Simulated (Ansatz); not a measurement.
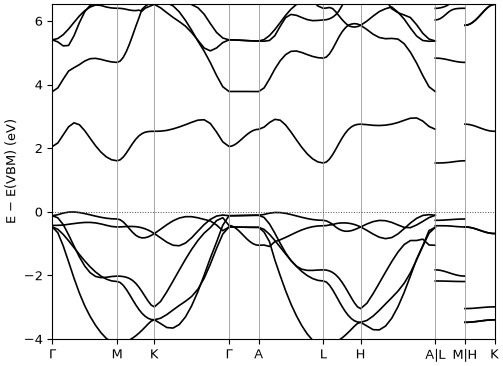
Figure. Band structure from DFT-PBE in the program Ansatz with PAW potentials

The gap is 1.54 eV; an edge lies off the plotted path or next to a special point (maximum off the standard path, minimum at L).

The material is SnS$_{2}$ (CdI2 type, space group No. 164).

Space group P-3m1 (CdI2 type). The PBE relaxation kept the symmetry of its start. The volume lies over 15 % above that of the usual cell of this phase: another minimum, or an error of the functional. A crystal of weakly bound layers computed without a dispersion correction: the cell and the soft elastic constants depend strongly on that. Spin–orbit coupling is left out wherever it is not named.

Potentials: the later of the program's two PAW sets.
